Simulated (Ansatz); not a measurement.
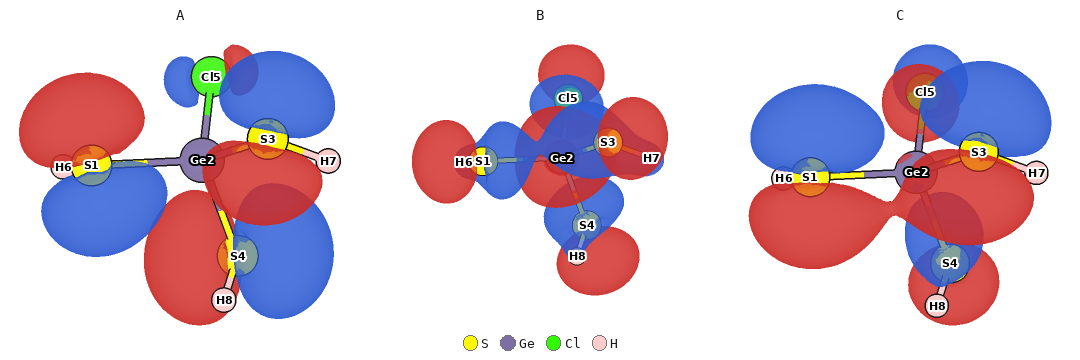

The picture shows: ClGeH3S3. Three frontier orbitals at ±0.08 Å⁻³ᐟ² (blue and red are the two phases), in no order.

Geometry: PBE0-D4/def2-TZVP.

These are results of RKS PBE0-D4/def2-TZVPP in Ansatz, not measurements.

Input file:

```
crystal:
  periodic: [false, false, false]
  atoms:
    - {symbol: S, position_ang: [-1.221968, 1.371096, 1.201705]}
    - {symbol: Ge, position_ang: [0.145156, 0.277932, -0.137252]}
    - {symbol: S, position_ang: [1.936732, -0.077057, 1.096260]}
    - {symbol: S, position_ang: [-0.683015, -1.572100, -1.014518]}
    - {symbol: Cl, position_ang: [0.578091, 1.455266, -1.885173]}
    - {symbol: H, position_ang: [-2.082379, 1.643068, 0.205129]}
    - {symbol: H, position_ang: [2.370679, -1.056615, 0.284656]}
    - {symbol: H, position_ang: [-0.951098, -2.098789, 0.193393]}
basis:
  gaussian: {orbitals: def2-TZVPP}
hamiltonian: {xc: pbe0, dispersion: d4}
output: {orbitals: {seedname: orbitals}}
```

Run with:

```sh
ansatz run in.yaml --threads 4 --pin off --events-out ev --progress --plain --max-ram 10444MiB
```

**Order the three orbitals by energy and name them.**

C is the HOMO−1 (−8.10 eV). It lies mainly on S3 (about 40 %), S1 (about 35 %), S4 (about 10 %), Ge2 (about 10 %) and Cl5 (about 5 %); largely a combination of lone pairs on S3, S1, S4 and Cl5. A is the HOMO (−7.72 eV). Its weight (Hirshfeld) is mainly on S4 (about 40 %), S1 (about 30 %) and S3 (about 20 %); largely a combination of lone pairs on S4, S1 and S3. B is the LUMO (−1.60 eV). Its weight (Hirshfeld) is mainly on Ge2 (about 25 %), S4 (about 20 %), S3 (about 20 %), S1 (about 20 %) and Cl5 (about 15 %).

**What is the HOMO–LUMO gap?**

6.12 eV between the orbital energies.
